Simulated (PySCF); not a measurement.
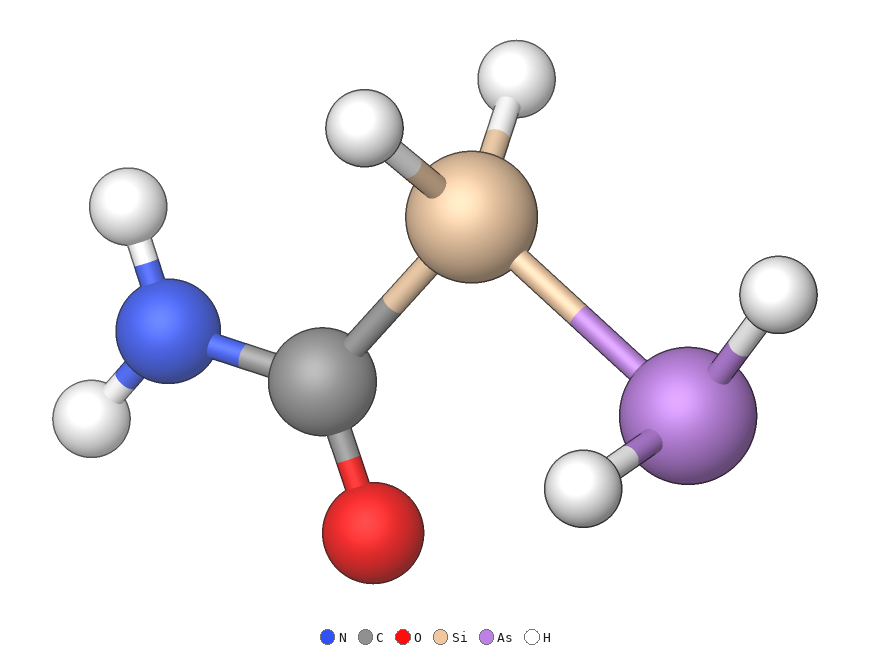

A ball-and-stick model of a molecule.

The computed structure is the end point of a GFN2-xTB optimisation. No frequency run is at hand to confirm it as a minimum.

Give the formula.

Answer. CH₆AsNOSi, 11 atoms: 1 carbon, 6 hydrogen, 1 arsenic, 1 nitrogen, 1 oxygen and 1 silicon.

Name functional groups in it.

Answer. Among them: amide, Si–H bond.

More results for the same structure follow; atom numbers are the same in all pictures, views and colours differ.

Shape

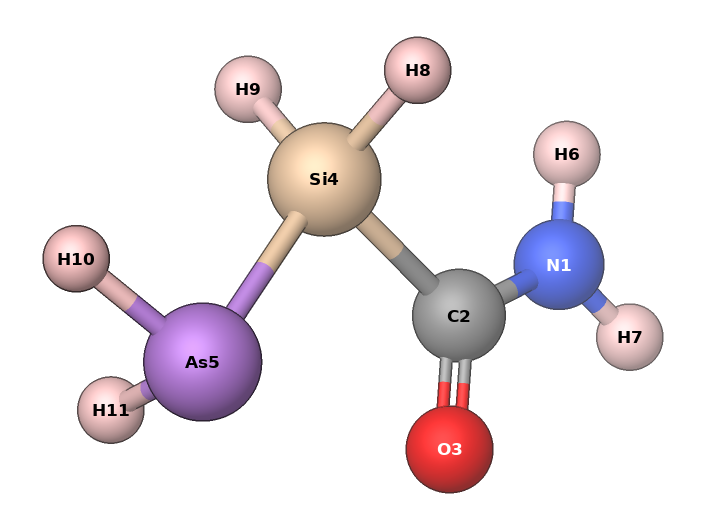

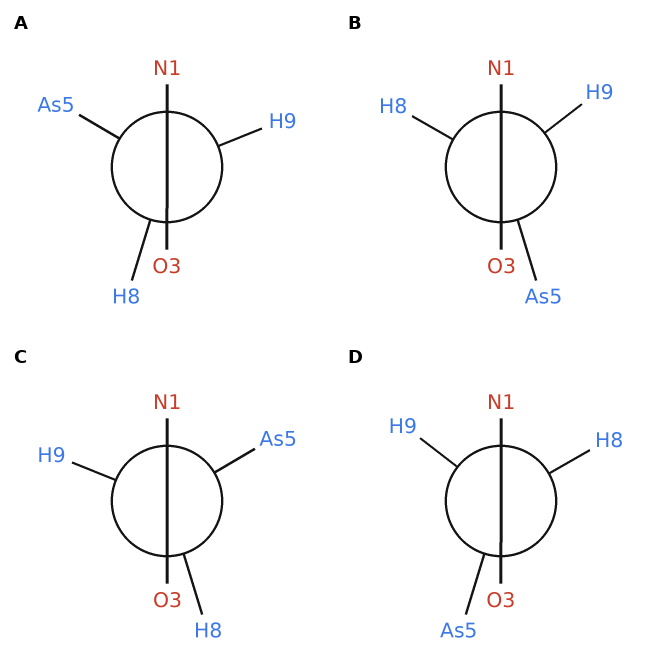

Depth is shown by fading: the farther an atom, the more it takes the colour of the background. Bonds that would overlap in a projection are set slightly apart. No frequency run is at hand to confirm it as a minimum.

Which Newman projection shows the view along C2–Si4, with C2 in front?

Answer. B. The torsion angle O3–C2–Si4–As5 is −1°, synperiplanar (eclipsed).

Core levels

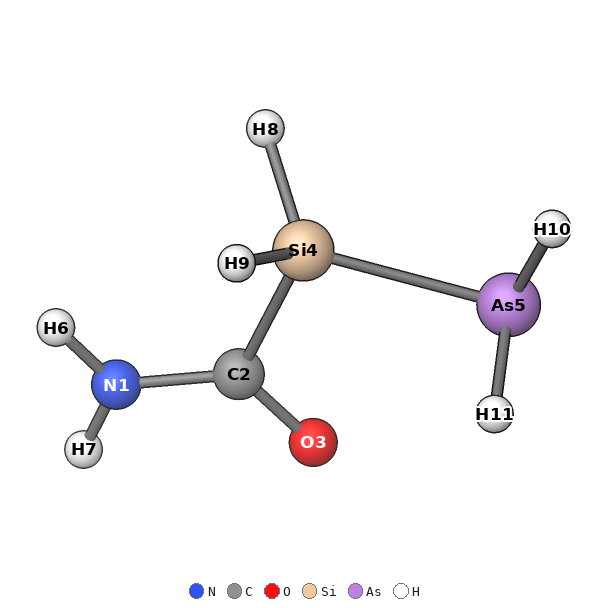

No frequency run is at hand to confirm it as a minimum. Properties computed with delta-SCF UKS SCAN, pcX-2 on the ionised atom, pcseg-1 elsewhere, spin-free X2C (PySCF 2.14.0).

Give the core-electron binding energies (to vacuum; p and d levels without spin–orbit splitting) of N1 1s, C2 1s, O3 1s, Si4 1s, Si4 2p.

```tsv
atom	level	binding energy (eV)
N1	1s	406.1
C2	1s	293.2
O3	1s	536.9
Si4	1s	1846.3
Si4	2p	106.8
```

Electronic properties

No frequency run is at hand to confirm it as a minimum. Level of theory: PBE0/def2-SVPD, gas phase (PySCF 2.14.0). Excitations: vertical, linear response.

What is the mean static polarisability?

Answer. 85.6 bohr³.

Estimate the brightest of the 8 lowest singlets.

Answer. 6.31 eV.

Estimate the LUMO energy (Kohn–Sham orbital).

Answer. −0.44 eV.

Give the lowest vertical singlet excitation at this level.

Answer. 4.79 eV.

Dipole moment

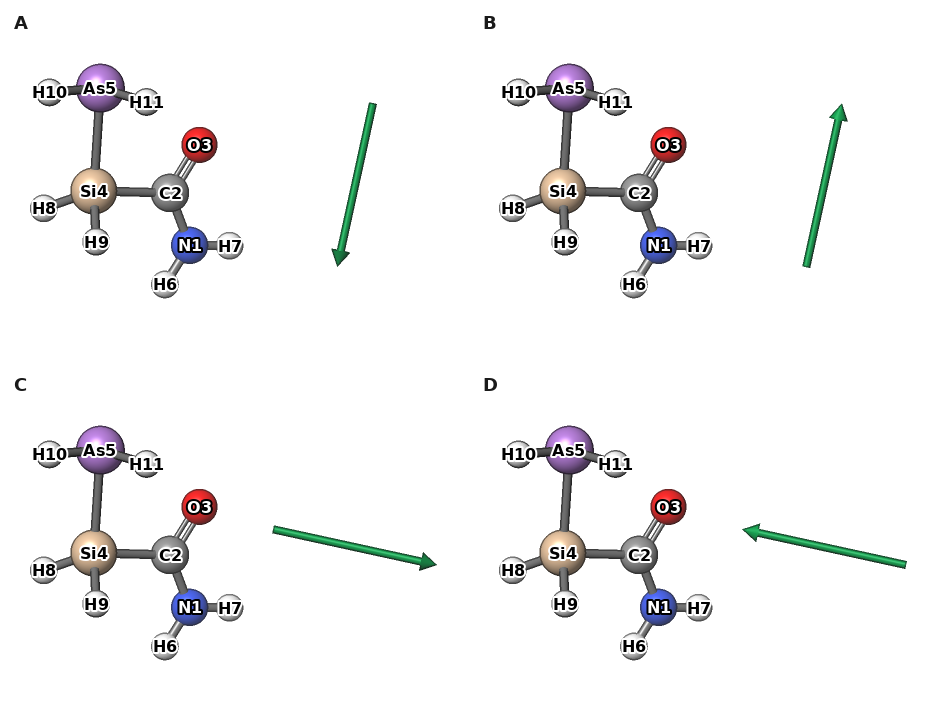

The same molecule four times, each with an arrow. No frequency run is at hand to confirm it as a minimum. Level of theory: PBE0/def2-SVPD, gas phase (PySCF 2.14.0).

Which arrow points along the dipole moment, from the negative to the positive end?

Answer. A. The dipole moment is 3.45 D; it points from the side of As5, H11 to the side of H6 (the outermost atoms at the two ends).

The geometry is semi-empirical. Around As, Si such bond lengths and angles can be off by a tenth of an ångström or more and by several degrees, and values that hang on the shape move with them.
